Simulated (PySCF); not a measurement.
# C4H6F2O: the cost of one run

Computed with PySCF 2.14.0, with density-fitted response routines of our own, on a single molecule in the gas phase. Atoms are numbered from 0 throughout.

## 1. Starting geometry

13 atoms, charge 0, multiplicity 1; geometry from: GFN2-xTB. The atoms were then displaced at random by about 0.01 Å, so the start is not that level's minimum.

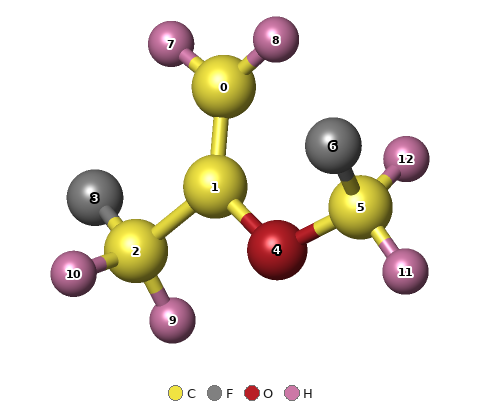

The starting geometry (carbon yellow, fluorine grey, oxygen red, hydrogen pink), atoms numbered; sticks join atoms by distance.

## 2. Relaxing the molecule at PBE0-D3(BJ)/def2-SVP

What the job is given:

```
{"job": {"xc": "PBE0", "basis": "def2-SVP", "d3": "d3bj", "grid": 1, "shake": 0.01, "kind": "geom"}, "charge": 0, "multiplicity": 1}
C     -0.310510     1.219890    -0.525730
C     -0.421920     0.039960     0.012900
C     -1.734090    -0.656110     0.321060
F     -2.728160    -0.081460    -0.341370
O      0.632710    -0.776030     0.387400
C      1.903920    -0.381040     0.062130
F      2.337080     0.686550     0.806990
H     -1.213390     1.778340    -0.795820
H      0.597480     1.751720    -0.701910
H     -1.663150    -1.707950     0.039230
H     -1.946800    -0.591440     1.409800
H      2.578490    -1.220610     0.316580
H      1.974160    -0.078690    -1.001590
```

Started as:

```sh
$ OMP_NUM_THREADS=1 python probes_run.py task.json out
```

The driver reads the jobs from task.json and runs them one after another.

Q: Estimate the wall time and peak memory of this first job on 1 thread of Arm Neoverse V1, shared host.

About 59 s, with a peak of 0.48 GiB.
